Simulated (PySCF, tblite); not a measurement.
**C3H6F radical: geometry, infrared bands and EPR parameters**

What infrared bands and EPR parameters should C3H6F radical (`C[CH]CF`) show?

The runs use tblite 0.8.0 and PySCF 2.14.0, with density-fitted response routines of our own; the level of theory stands in each step. All values are computed, except where a source is named. Atoms are numbered from 0 throughout.

## Step 1: Starting geometry

10 atoms, charge 0, multiplicity 2; geometry from: force field or distance geometry start.

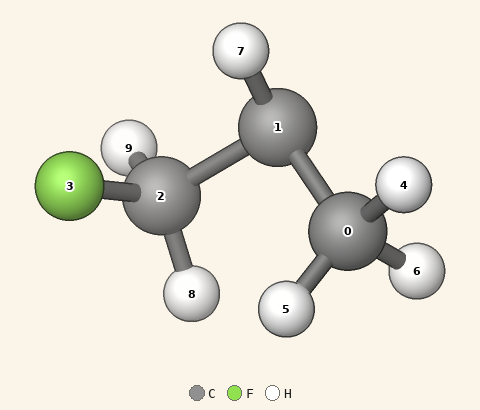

The starting geometry (carbon grey, fluorine green, hydrogen white), atoms numbered.

## Step 2: Relaxing the molecule with GFN2-xTB

The job: settings as JSON, then the geometry in Å.

```
{"job": {"kind": "relax", "xc": "GFN2-xTB", "basis": "xTB"}, "charge": 0, "multiplicity": 2}
C     -1.186800    -0.021600    -0.222900
C     -0.010000     0.772900     0.261700
C      1.125500    -0.269800     0.358400
F      1.717700    -0.229300    -0.889200
H     -1.859500     0.693400    -0.728100
H     -0.915800    -0.896600    -0.837900
H     -1.726300    -0.378400     0.663900
H      0.345300     1.561700    -0.394700
H      0.655100    -1.233600     0.618000
H      1.863700     0.005900     1.148300
```

Run with:

```bash
$ OMP_NUM_THREADS=1 python probes_run.py task.json out
```

The driver reads the jobs from task.json and runs them one after another.

Output:

```text
step      E/eV     max force
  0    -383.85030    2.915
  1    -384.05321    1.434
  2    -384.16412    0.804
  3    -384.21835    0.777
  4    -384.28773    0.708
  5    -384.33728    0.689
  6    -384.37964    0.559
  7    -384.40913    0.467
  8    -384.43397    0.465
  9    -384.45442    0.549
 10    -384.47271    0.517
 11    -384.48820    0.378
 12    -384.50137    0.289
 13    -384.51035    0.231
 14    -384.51417    0.146
 15    -384.51592    0.121
 16    -384.51740    0.109
 17    -384.51822    0.081
 18    -384.51858    0.048
 19    -384.51876    0.042
 20    -384.51888    0.024
 21    -384.51896    0.023
 22    -384.51902    0.021
 23    -384.51910    0.029
 24    -384.51919    0.029
 25    -384.51926    0.022
 26    -384.51931    0.018
 27    -384.51936    0.022
 28    -384.51941    0.024
 29    -384.51948    0.026
 30    -384.51955    0.022
 31    -384.51959    0.014
 32    -384.51961    0.013
 33    -384.51963    0.013
 34    -384.51965    0.014
 35    -384.51968    0.016
 36    -384.51971    0.017
 37    -384.51975    0.026
 38    -384.51983    0.035
 39    -384.52002    0.055
 40    -384.52051    0.087
 41    -384.52102    0.159
 42    -384.52206    0.106
 43    -384.52381    0.095
 44    -384.52345    0.276
 45    -384.52558    0.159
 46    -384.52660    0.087
 47    -384.52750    0.101
 48    -384.52824    0.137
 49    -384.52917    0.096
 50    -384.52993    0.091
 51    -384.53082    0.079
 52    -384.53171    0.072
 53    -384.53182    0.082
 54    -384.53170    0.125
 55    -384.53229    0.063
 56    -384.53241    0.052
 57    -384.53272    0.062
 58    -384.53295    0.047
 59    -384.53319    0.018
 60    -384.53325    0.017
 61    -384.53329    0.012
 62    -384.53331    0.007
```

Wall time 0.14 s (1 thread of Arm Neoverse V2, shared host).

Along the way: (not every step is listed)

| step | energy from step 0 (eV) | largest force (eV/Å) |
| --- | --- | --- |
| 0 | 0.0000 | 2.9154 |
| 1 | -0.2029 | 1.4344 |
| 2 | -0.3138 | 0.8041 |
| 3 | -0.3680 | 0.7771 |
| 4 | -0.4374 | 0.7078 |
| 5 | -0.4870 | 0.6886 |
| 6 | -0.5293 | 0.5585 |
| 7 | -0.5588 | 0.4674 |
| 8 | -0.5837 | 0.4651 |
| 12 | -0.6511 | 0.2889 |
| 16 | -0.6671 | 0.1086 |
| 20 | -0.6686 | 0.0236 |
| 24 | -0.6689 | 0.0289 |
| 28 | -0.6691 | 0.0245 |
| 32 | -0.6693 | 0.0132 |
| 36 | -0.6694 | 0.0175 |
| 40 | -0.6702 | 0.0869 |
| 44 | -0.6732 | 0.2762 |
| 48 | -0.6779 | 0.1372 |
| 52 | -0.6814 | 0.0720 |
| 56 | -0.6821 | 0.0523 |
| 57 | -0.6824 | 0.0616 |
| 58 | -0.6827 | 0.0470 |
| 59 | -0.6829 | 0.0179 |
| 60 | -0.6830 | 0.0171 |
| 61 | -0.6830 | 0.0116 |
| 62 | -0.6830 | 0.0073 |

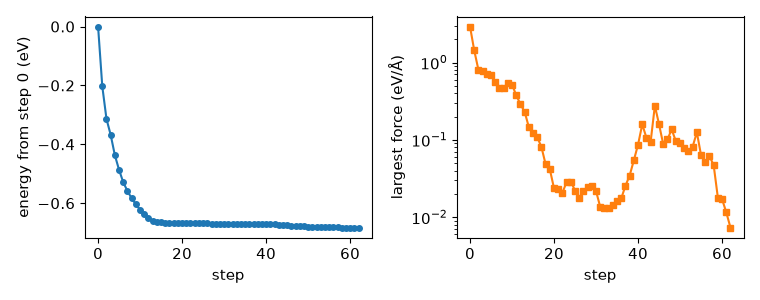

Energy and largest force along the relaxation.

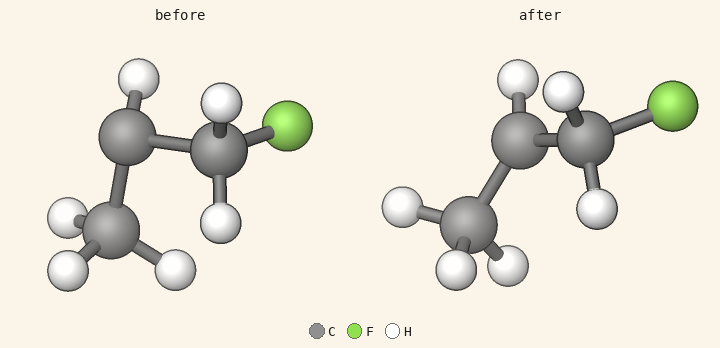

The geometry before (left) and after (right).

Distances of close pairs at the start and the end, largest changes first:

| bond | before (Å) | after (Å) | change (Å) |
| --- | --- | --- | --- |
| C1–C2 | 1.545 | 1.472 | -0.073 |
| C0–C1 | 1.500 | 1.475 | -0.026 |
| C0–H4 | 1.104 | 1.089 | -0.015 |
| C2–H9 | 1.116 | 1.103 | -0.013 |
| C2–F3 | 1.382 | 1.393 | +0.011 |
| C1–H7 | 1.086 | 1.076 | -0.010 |
| C2–H8 | 1.103 | 1.095 | -0.008 |
| C0–H6 | 1.098 | 1.089 | -0.008 |

The next job starts from the end point, and lists it.

## Step 3: Harmonic vibrations with GFN2-xTB

The job: settings as JSON, then the geometry in Å.

```
{"job": {"kind": "ir", "xc": "GFN2-xTB", "basis": "xTB"}, "charge": 0, "multiplicity": 2}
C     -1.307028     0.029393    -0.220443
C      0.078643     0.532481    -0.183311
C      1.182389    -0.252211     0.392715
F      2.237447    -0.389318    -0.506601
H     -2.019925     0.852503    -0.190278
H     -1.500739    -0.525628    -1.147635
H     -1.501347    -0.649631     0.609050
H      0.330926     1.436804    -0.708900
H      0.872841    -1.267443     0.662144
H      1.635677     0.237705     1.270732
```

Output:

```text
mode    cm-1     km/mol
  1      24.9      2.16
  2      76.7      3.16
  3     323.3      4.55
  4     383.6     17.49
  5     491.0     19.54
  6     892.1      7.60
  7     916.0     48.49
  8     950.7     66.02
  9     987.6      1.81
 10    1131.6      1.14
 11    1166.9      2.87
 12    1196.4      6.99
 13    1283.4     14.85
 14    1351.1      6.75
 15    1390.0     10.80
 16    1419.5      2.52
 17    1461.3      5.05
 18    1469.8      5.64
 19    2824.2     28.61
 20    2878.5     16.73
 21    2940.8     28.51
 22    3005.9     17.94
 23    3013.4     29.51
 24    3126.6     26.31
```

Run time: 0.09 s. Hardware: 1 thread of Arm Neoverse V2, shared host.

The strongest bands and the atoms that carry them (share of the mass-weighted mode):

| cm⁻¹ | km/mol | atoms |
| --- | --- | --- |
| 491 | 19.5 | H7 33 %, C1 33 %, F3 17 % |
| 916 | 48.5 | C2 35 %, F3 23 %, H4 11 % |
| 951 | 66.0 | C2 39 %, H4 14 %, C0 13 %, F3 12 % |
| 2824 | 28.6 | H9 93 % |
| 2941 | 28.5 | H8 93 % |
| 3006 | 17.9 | H4 52 %, H6 42 % |
| 3013 | 29.5 | H6 50 %, H4 40 % |
| 3127 | 26.3 | H7 92 % |

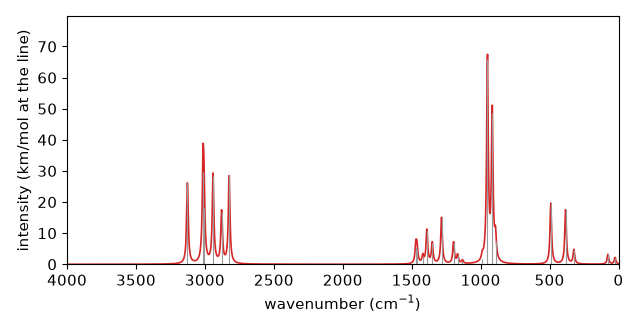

The infrared spectrum from these modes, unscaled. Lines are broadened to a width of 14 cm⁻¹ (Lorentzian).

## Step 4: g tensor and hyperfine couplings: B3LYP/pcH-1

Same as in step 3 but for these lines:

```diff
@@ -1,2 +1,2 @@
-{"job": {"kind": "ir", "xc": "GFN2-xTB", "basis": "xTB"}, "charge": 0, "multiplicity": 2}
+{"job": {"kind": "epr", "basis": "pcH-1"}, "charge": 0, "multiplicity": 2}
 C     -1.307028     0.029393    -0.220443
```

With the program's defaults for keys left out, this is: UKS B3LYP, pcH-1 on C F H, non-relativistic, mean-field spin-orbit, GIAO.

Output:

```text
UKS, coarse grid
  cycle   1  E = -217.67265432  |g| = 3.79e-01
  cycle   2  E = -217.63276402  |g| = 5.53e-01
  cycle   3  E = -217.72451615  |g| = 4.94e-02
  cycle   4  E = -217.72528532  |g| = 2.75e-02
  cycle   5  E = -217.72564561  |g| = 3.85e-03
  cycle   6  E = -217.72565481  |g| = 1.78e-03
  cycle   7  E = -217.72565620  |g| = 7.68e-04
UKS, final grid
  cycle   1  E = -217.72568063  |g| = 7.86e-04
  cycle   2  E = -217.72568056  |g| = 8.97e-04
  cycle   3  E = -217.72568092  |g| = 6.18e-05
  cycle   4  E = -217.72568092  |g| = 4.66e-05
  cycle   5  E = -217.72568092  |g| = 1.14e-05
E = -217.72568092 Eh   <S^2> = 0.7538 (exact 0.7500)
g shifts (ppm)      1          2          3
  rmc          -150       -150       -150
  gc             29         29         37
  oz_so        -179        227        591
  total        -301        106        479
hyperfine (MHz)  atom isotope    a_iso     a_fc   dipolar eigenvalues
    0   13C     -31.19     -31.19     -2.72      0.49      2.23
    1   13C      90.46      90.46    -80.74    -79.85    160.59
    2   13C     -24.58     -24.58     -3.00      0.42      2.58
    3   19F     214.38     214.38    -75.79    -67.81    143.60
    4    1H      44.30      44.30     -4.77     -4.52      9.29
    5    1H     165.53     165.53     -5.68     -2.92      8.60
    6    1H      33.36      33.36     -4.73     -4.41      9.14
    7    1H     -62.35     -62.35    -37.94     -1.09     39.02
    8    1H      18.99      18.99     -5.74     -4.11      9.85
    9    1H     100.99     100.99     -7.10     -1.92      9.03
```

It took 12 s on 1 thread of Arm Neoverse V2, shared host; peak memory 0.57 GiB.

Principal g values 2.00202, 2.00243, 2.00280; g(iso) = 2.00241, against 2.00232 for a free electron.

Hyperfine couplings; where a row names several nuclei, a(iso) is their mean (it holds for fast rotation or exchange) and the dipolar term the largest among them:

| nuclei | isotope | a(iso) (MHz) | a(iso) (G, at g = 2.0023) | largest dipolar term (MHz) |
| --- | --- | --- | --- | --- |
| F3 | 19F | 214.4 | 76.5 | 143.6 |
| C1 | 13C | 90.5 | 32.3 | 160.6 |
| H4, H5, H6 | 1H | 81.1 | 28.9 | 9.3 |
| H7 | 1H | -62.3 | -22.2 | 39.0 |
| H8, H9 | 1H | 60.0 | 21.4 | 9.9 |
| C0 | 13C | -31.2 | -11.1 | -2.7 |
| C2 | 13C | -24.6 | -8.8 | -3.0 |

Mulliken spin populations:

| atom | value (e) |
| --- | --- |
| C0 | -0.08 |
| C1 | 1.01 |
| C2 | -0.05 |
| F3 | 0.03 |
| H4 | 0.02 |
| H5 | 0.07 |
| H6 | 0.01 |
| H7 | -0.04 |
| H8 | 0.01 |
| H9 | 0.04 |

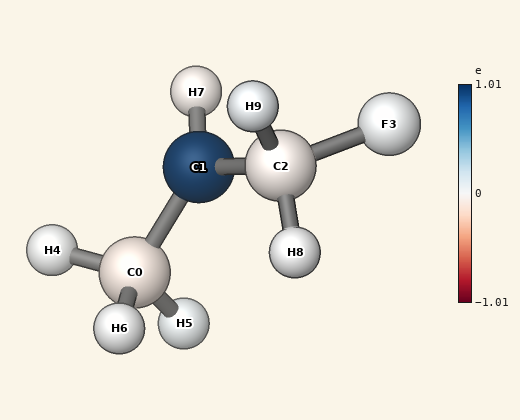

Mulliken spin populations, as colours on the atoms.

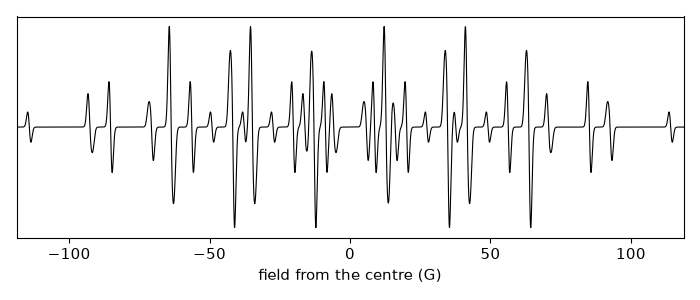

First-order isotropic spectrum (first derivative, main isotopes with spin only, couplings over 0.8 MHz, Gaussian width 0.6 G; couplings of the frozen geometry, rotation of groups not averaged beyond the rows shown).

Orbitals, density, ELF and potential are computed afterwards from the orbital file.

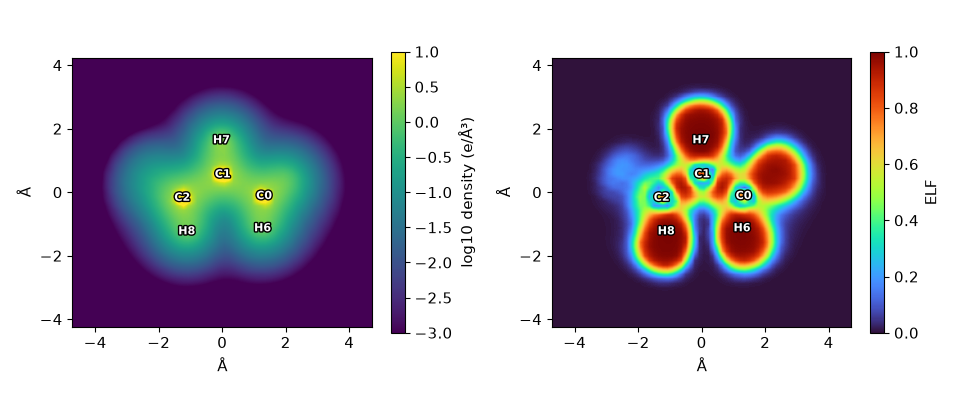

Density (left) and ELF (right) in a plane through or near 6 of the atoms.

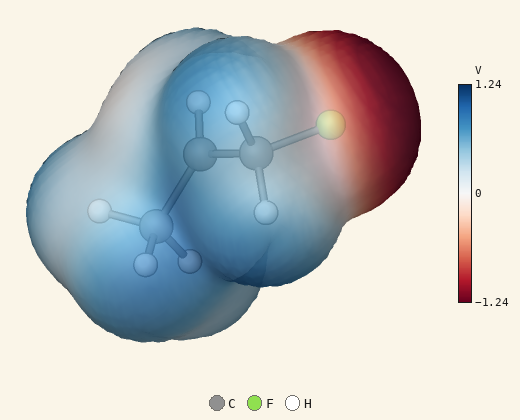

Electrostatic potential on the surface of density 0.002 e/bohr³; red is low, blue high. It runs from -1.24 V near F3 to 0.94 V near H8.

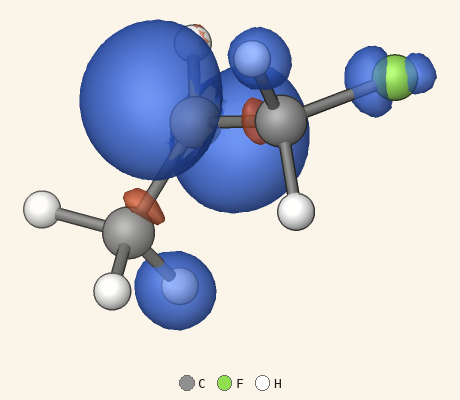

Spin density at ±0.04 e/Å³ (alpha excess blue, beta excess red).

## Step 5: What came out

```
                                                                  quantity                 value
                                 strongest single infrared mode (GFN2-xTB)   951 cm⁻¹, 66 km/mol
                                              zero-point energy (GFN2-xTB)         49.6 kcal/mol
                                                            g(iso) (B3LYP)               2.00241
                                                                      ⟨S²⟩    0.754 (exact 0.75)
                                        largest a(iso) (averaged by class)  19F on F3, 214.4 MHz
potential on the surface of density 0.002 e/bohr³, 1st and 99th percentile    -1.24 V and 0.94 V
```

In words: Relaxing lowered the energy by 0.683 eV in 62 steps; the close pair that moved most is C1–C2, from 1.545 to 1.472 Å. All 24 modes are real, so the xTB geometry is a minimum. The strongest single mode, at 951 cm⁻¹, has its largest shares on C2, H4, C0 and F3 (the list is cut at 4 atoms). GFN2-xTB is a fitted tight-binding method: band positions and strengths are rough. Its intensities can rank the bands wrongly. C1 carries the largest spin population, 1.01 e. The isotropic g lies 0.1 ppt above the free-electron value. These values are for one conformer; the search (at its own cheap level) found 1 more, at 0.57 kcal/mol, and measured spectra average over such forms.
